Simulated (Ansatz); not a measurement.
**Geometry relaxation of AlN$_{2}$H$_{6}$F$_{3}$ (part 1 of 2)**

AlN$_{2}$H$_{6}$F$_{3}$, computed with RKS revPBE-D4/def2-SVP (Ansatz 0.2.0).

The input holds or restrains some coordinates. It belongs to a series of runs on one base structure; here: pulled along the bonds that form and break, towards end B. Figures and captions count atoms from 1; the log counts them from 0 in places.

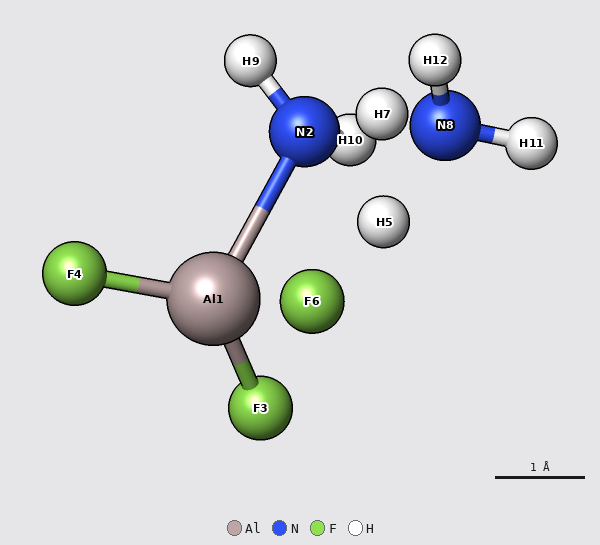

The starting structure (ball-and-stick view, seen at a tilt; atoms are numbered from 1 in the order of the input). Sticks mark near contacts.

### Input
```yaml
crystal:
  periodic: [false, false, false]
  atoms:
    - { symbol: Al, position_ang: [-0.227, -1.7804, 0.4728] }
    - { symbol: "N", position_ang: [-1.227, 0.0051, -0.4277] }
    - { symbol: F, position_ang: [0.1325, -2.8595, -0.7087] }
    - { symbol: F, position_ang: [-0.9048, -2.1613, 1.9157] }
    - { symbol: H, position_ang: [1.3964, 0.4958, 0.3868] }
    - { symbol: F, position_ang: [1.5018, -0.625, 0.8283] }
    - { symbol: H, position_ang: [-0.2656, 0.9436, -0.3853] }
    - { symbol: "N", position_ang: [0.8913, 1.5867, -0.1882] }
    - { symbol: H, position_ang: [-2.0328, 0.3331, 0.088] }
    - { symbol: H, position_ang: [-1.4937, -0.1388, -1.3932] }
    - { symbol: H, position_ang: [1.3813, 1.8321, -1.0324] }
    - { symbol: H, position_ang: [0.8474, 2.3686, 0.444] }
basis:
  gaussian: { orbitals: def2-SVP }
hamiltonian:
  xc: revpbe
  dispersion: d4
relax:
  f_tol: 0.15
  max_steps: 25
  restrain:
    - { distance: [0, 5], at: 1.78, k: 30.0 }
    - { distance: [4, 7], at: 1.02, k: 30.0 }
    - { distance: [6, 1], at: 1.02, k: 30.0 }
    - { distance: [0, 1], at: 3.22, k: 30.0 }
    - { distance: [4, 5], at: 2.18, k: 30.0 }
    - { distance: [6, 7], at: 2.32, k: 30.0 }
output:
  orbitals: {}
```

Hardware: 2 threads of Arm Neoverse V2, 24 GiB of memory available, shared host.

Run as:
```bash
ansatz run input.yaml --threads 2 --pin off --max-ram 3072MiB --backend cpu --events-out ev --progress --plain --runs-dir out
```

### The program's output
```
The last accepted step is kept in [file] (removed where the run ends without a failure and the disk answers)
Engine: ansatz 0.2.0, aarch64-unknown-linux-gnu
Functional definition: revPBE
  parameter kappa = 1.245
  parameter beta = 0.06672455060314922
  exchange = pbe_x(kappa = kappa, mu = beta*pi^2/3)
  correlation = pbe_c(beta = beta)
1329 factors; their error is unknown
mean field evaluation 1: about -17799.7971 eV, gradient 9.2e1 eV
mean field evaluation 2: about -17756.1627 eV, gradient 1.6e2 eV
mean field evaluation 4: about -17814.9185 eV, gradient 1.4e1 eV
mean field evaluation 8: about -17815.2189 eV, gradient 2.7e-1 eV
mean field evaluation 16: about -17815.1438 eV, gradient 2.2e-3 eV
mean field -17815.14381866 eV, -654.6944597976 hartree, gradient 6.1e-5 eV, S^2 0.000000; 0 other end points of the search recorded, 0 dependent functions left out
the calculation of the forces begins
reference -17815.14387891 eV, -654.6944620117 hartree; 30, 30 occupied and 88, 88 virtual orbitals, 1329 factors
relax step   1: F+E_penalty+E_count = -17815.71517657 eV  Δ(F+E_penalty+E_count) = +0.000e0 eV  max|allowed force component| = 4.427e0 eV/Å  E_restraint = 47.79444258 eV  max|allowed force component, restraints' pulls added| = 3.655e1 eV/Å  Δτ_max = 0.0000 Å  (30 SCF iters, accepted)
  distance Al 0 - F 5 = 2.1095 Å
  distance H 4 - N 7 = 1.3326 Å
  distance H 6 - N 1 = 1.3442 Å
  distance Al 0 - N 1 = 2.2358 Å
  distance H 4 - F 5 = 1.2092 Å
  distance H 6 - N 7 = 1.3382 Å
these checks for a lower state are left out or cut short: starts, cluster_reference, orbital_swaps, neighbouring_geometries, increment
1329 factors; their error is unknown
mean field -17815.47201111 eV, -654.7065206478 hartree, gradient 1.1e-5 eV, S^2 0.000000; 0 other end points of the search recorded, 0 dependent functions left out
[... from here on the field's lines of each further geometry are left out, up to the last ...]
relax step   2: F+E_penalty+E_count = -17816.03001148 eV  Δ(F+E_penalty+E_count) = -3.148e-1 eV  max|allowed force component| = 4.078e0 eV/Å  E_restraint = 19.79528662 eV  max|allowed force component, restraints' pulls added| = 2.365e1 eV/Å  Δτ_max = 0.1949 Å  (34 SCF iters, accepted)
relax step   3: F+E_penalty+E_count = -17815.69828233 eV  Δ(F+E_penalty+E_count) = +3.317e-1 eV  max|allowed force component| = 4.217e0 eV/Å  E_restraint = 4.60217851 eV  max|allowed force component, restraints' pulls added| = 8.508e0 eV/Å  Δτ_max = 0.1949 Å  (33 SCF iters, accepted)
relax step   4: F+E_penalty+E_count = -17815.62153217 eV  Δ(F+E_penalty+E_count) = +7.675e-2 eV  max|allowed force component| = 2.105e0 eV/Å  E_restraint = 0.39274224 eV  max|allowed force component, restraints' pulls added| = 3.218e0 eV/Å  Δτ_max = 0.1954 Å  (33 SCF iters, accepted)
relax step   5: F+E_penalty+E_count = -17815.74696115 eV  Δ(F+E_penalty+E_count) = -1.254e-1 eV  max|allowed force component| = 1.508e0 eV/Å  E_restraint = 0.05140356 eV  max|allowed force component, restraints' pulls added| = 6.387e-1 eV/Å  Δτ_max = 0.1953 Å  (34 SCF iters, accepted)
relax step   6: F+E_penalty+E_count = -17815.79618331 eV  Δ(F+E_penalty+E_count) = -4.922e-2 eV  max|allowed force component| = 2.150e0 eV/Å  E_restraint = 0.04761097 eV  max|allowed force component, restraints' pulls added| = 1.167e0 eV/Å  Δτ_max = 0.1951 Å  (34 SCF iters, accepted)
relax step   7: F+E_penalty+E_count = -17815.90199004 eV  Δ(F+E_penalty+E_count) = -1.058e-1 eV  max|allowed force component| = 1.621e0 eV/Å  E_restraint = 0.04034257 eV  max|allowed force component, restraints' pulls added| = 6.911e-1 eV/Å  Δτ_max = 0.2000 Å  (27 SCF iters, accepted)
relax step   8: F+E_penalty+E_count = -17815.89895722 eV  Δ(F+E_penalty+E_count) = +3.033e-3 eV  max|allowed force component| = 1.556e0 eV/Å  E_restraint = 0.04546005 eV  max|allowed force component, restraints' pulls added| = 9.273e-1 eV/Å  Δτ_max = 0.1950 Å  (26 SCF iters, rejected (line search))
the calculation of the forces begins
reference -17815.47502320 eV, -654.7066313399 hartree; 30, 30 occupied and 88, 88 virtual orbitals, 1329 factors
relax step   9: F+E_penalty+E_count = -17815.93119883 eV  Δ(F+E_penalty+E_count) = -2.921e-2 eV  max|allowed force component| = 1.553e0 eV/Å  E_restraint = 0.04578757 eV  max|allowed force component, restraints' pulls added| = 1.338e-1 eV/Å  Δτ_max = 0.0974 Å  (28 SCF iters, accepted)
  distance Al 0 - F 5 = 1.7353 Å
  distance H 4 - N 7 = 1.0257 Å
  distance H 6 - N 1 = 1.0275 Å
  distance Al 0 - N 1 = 3.1889 Å
  distance H 4 - F 5 = 2.1791 Å
  distance H 6 - N 7 = 2.3209 Å
1329 factors; their error is unknown
mean field evaluation 96: about -17815.4750 eV, gradient 2.0e-3 eV
```

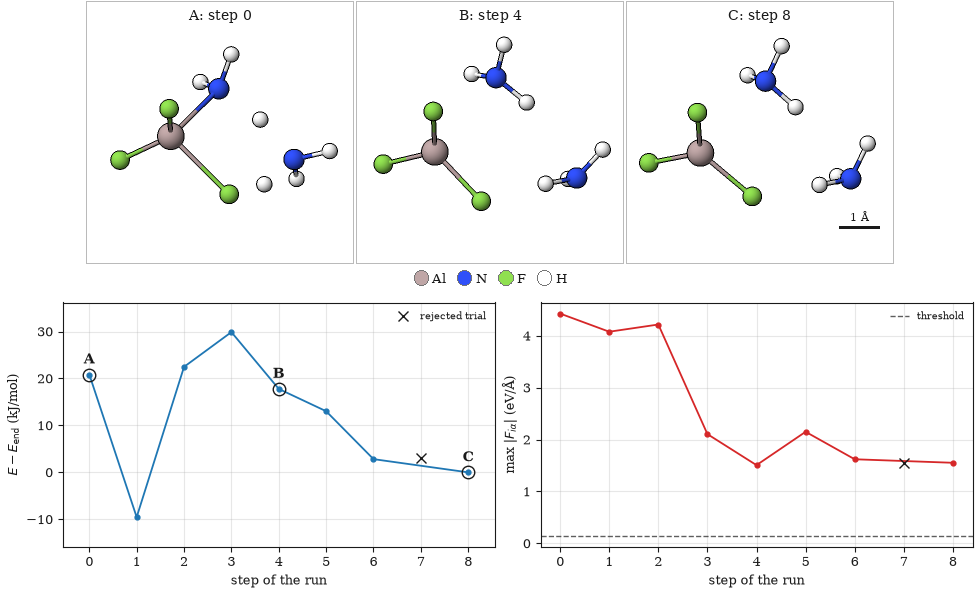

Frames of the restrained relaxation (ball-and-stick view, seen at a tilt) above the curves, on which the letters mark them (the first geometry is step 0 here and step 1 in the log).

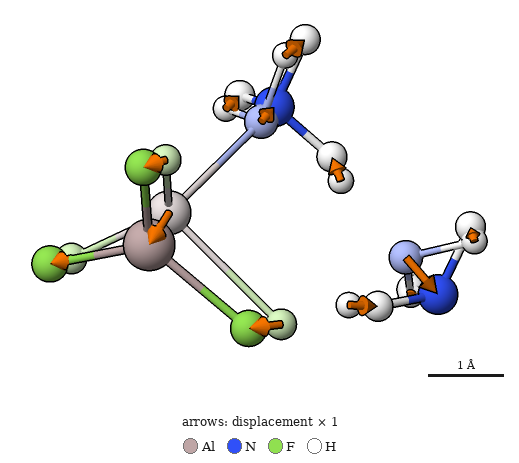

Start (faint) and end (solid) with the displacements as orange arrows, at true length (ball-and-stick view, seen at a tilt). The two geometries are laid on each other by the best rigid fit. Over 8 geometry steps the energy falls by 20.8 kJ/mol. The largest force component goes from 4.4 to 1.6 eV/Å. The line search rejected the trial step at point 7 (counted from 0) and went back. The atom that moves furthest after the best rigid fit is N8 (0.66 Å). By element the largest moves are N 0.66 Å, Al 0.64 Å, F 0.53 Å, H 0.46 Å. Among the contacts that change: Al1–N2 2.236 → 3.189 Å, Al1–F6 2.110 → 1.735 Å, N2–H7 1.344 → 1.027 Å, H5–N8 1.333 → 1.026 Å. New bonds form: H5–N8 (1.33 → 1.03 Å), N2–H7 (1.34 → 1.03 Å). Bonds break: Al1–N2 (2.24 → 3.19 Å). Among the angles that change: F3–Al1–F6 107.6° → 118.4°, F4–Al1–F6 108.5° → 118.5°, F3–Al1–F4 124.9° → 121.4°. (Atoms are counted from 1 in the order of the input.)

```
mean field -17815.47496085 eV, -654.7066290487 hartree, gradient 9.1e-6 eV, S^2 0.000000; 1 other end points of the search recorded, 0 dependent functions left out
the calculation of the forces begins
reference -17815.47502320 eV, -654.7066313399 hartree; 30, 30 occupied and 88, 88 virtual orbitals, 1329 factors
Total energy: -17815.93126117 eV, -654.7233977761 hartree
Atom 0 at     0.159456    -2.221090     0.747783 Å, force     0.559612     1.553130    -0.140506 eV/Å
Atom 1 at    -1.393846     0.252008    -0.532868 Å, force     0.256566    -0.838763     0.337163 eV/Å
Atom 2 at     0.162386    -3.202866    -0.601699 Å, force    -0.007617     0.012554     0.010521 eV/Å
Atom 3 at    -0.850131    -2.526010     2.041373 Å, force     0.018475    -0.007585    -0.027084 eV/Å
Atom 4 at     1.476142     0.936388     0.271081 Å, force    -0.016875    -0.141271     0.055154 eV/Å
Atom 5 at     1.486525    -1.126105     0.974206 Å, force    -1.037025    -0.832083    -0.197701 eV/Å
Atom 6 at    -0.605672     0.909690    -0.489242 Å, force     0.117837     0.126122    -0.022702 eV/Å
Atom 7 at     1.450846     1.902023    -0.073740 Å, force    -0.062597     0.237841    -0.031364 eV/Å
Atom 8 at    -2.199624     0.694133    -0.069923 Å, force     0.063819    -0.070871    -0.038781 eV/Å
Atom 9 at    -1.637087     0.120009    -1.523262 Å, force    -0.013253     0.040971     0.049520 eV/Å
Atom 10 at     1.308564     1.880828    -1.091444 Å, force    -0.012728    -0.013526     0.054357 eV/Å
Atom 11 at     0.642241     2.380992     0.347835 Å, force     0.133785    -0.066519    -0.048577 eV/Å
Dipole moment:    -0.536877     0.429982    -0.369141 e Å
```

### Trajectory as extended XYZ (Å, eV, eV/Å), 9 frames, from step=1 to step=9
```
12
Properties=species:S:1:pos:R:3:forces:R:3 step=1 energy=-17815.71518
Al   -0.2270   -1.7804    0.4728    0.9916   4.4270  -0.8827
N    -1.2270    0.0051   -0.4277    2.2431  -1.4636   1.2065
F     0.1325   -2.8595   -0.7087    0.2559  -0.8046  -0.7590
F    -0.9048   -2.1613    1.9157   -0.4354  -0.3257   1.0198
H     1.3964    0.4958    0.3868   -0.8676   1.8751  -0.9764
F     1.5018   -0.6250    0.8283   -1.5914  -1.7765  -0.0907
H    -0.2656    0.9436   -0.3853    0.3206   0.0010   0.1097
N     0.8913    1.5867   -0.1882   -0.3882  -2.9970   0.9266
H    -2.0328    0.3331    0.0880   -0.6907   0.1097   0.3203
H    -1.4937   -0.1388   -1.3932   -0.3416  -0.1833  -0.6449
H     1.3813    1.8321   -1.0324    0.4596   0.3689  -0.6785
H     0.8474    2.3686    0.4440    0.0440   0.7690   0.4495
12
Properties=species:S:1:pos:R:3:forces:R:3 step=2 energy=-17816.03001
Al   -0.0801   -1.8765    0.5575    2.0328   4.0778  -0.3803
N    -1.2796    0.1463   -0.4902    2.8396  -1.4227   1.3478
F     0.1372   -2.8836   -0.7214    0.0118  -0.7478  -0.7169
F    -0.9140   -2.1764    1.9382   -0.6025  -0.3437   0.8270
H     1.3784    0.6434    0.3273   -0.4195   2.5192  -1.0367
F     1.4705   -0.7889    0.8718   -2.0813  -1.9690  -0.2496
H    -0.4217    0.8632   -0.4137   -0.6829  -0.2822  -0.1333
N     1.0269    1.6174   -0.1494   -0.4626  -3.3117   0.9703
H    -2.0651    0.3461    0.0919   -1.0770   0.3982   0.4550
H    -1.5141   -0.1357   -1.4201   -0.5005  -0.0786  -1.0420
H     1.4020    1.8495   -1.0465    0.7066   0.3394  -0.6745
H     0.8593    2.3951    0.4546    0.2357   0.8212   0.6331
```
